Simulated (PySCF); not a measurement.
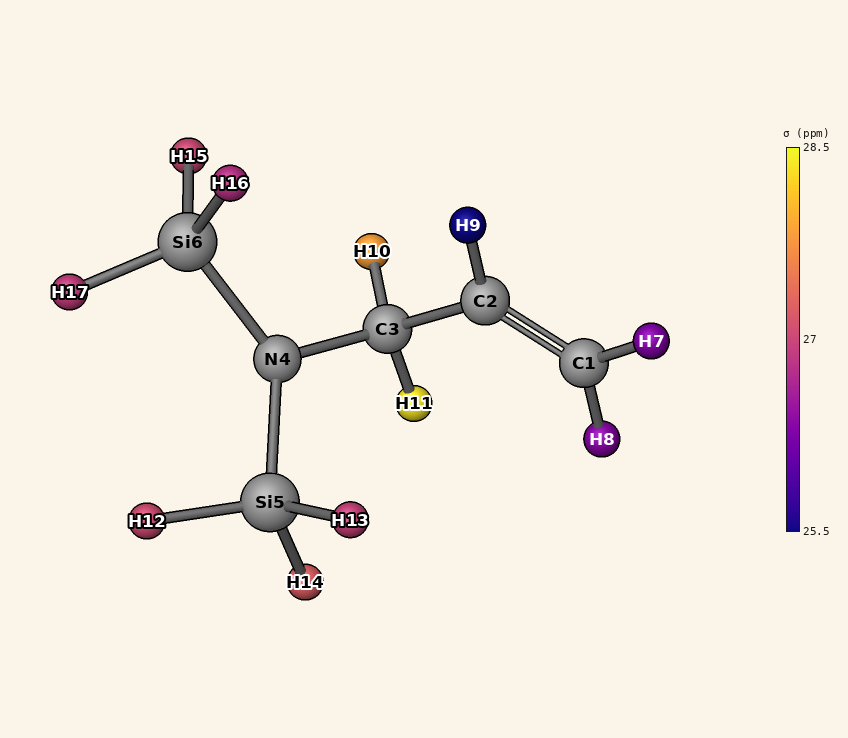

Atoms are coloured by their isotropic NMR shieldings (H only, the others grey). The geometry was computed by an optimisation with GFN2-xTB. No frequency run is at hand to confirm it as a minimum. Level of theory: GIAO PBE0/pcSseg-1 NMR shielding, non-relativistic, gas phase (PySCF 2.14.0).

Q: Which H atom is the most shielded (lowest chemical shift)?

A: H11 (28.36 ppm).

Q: Which H atom is the least shielded (highest chemical shift)?

A: H9 (25.51 ppm).

Q: How wide is the range of H shifts?

A: 2.85 ppm.

List the isotropic NMR shieldings of the H atoms.

```
atom  σ (ppm)
  H7    26.30
  H8    26.34
  H9    25.51
 H10    27.85
 H11    28.36
 H12    27.08
 H13    26.97
 H14    27.26
 H15    27.04
 H16    26.80
 H17    26.92
```

The geometry is semi-empirical. Around Si such bond lengths and angles can be off by a tenth of an ångström or more and by several degrees, and values that hang on the shape move with them.
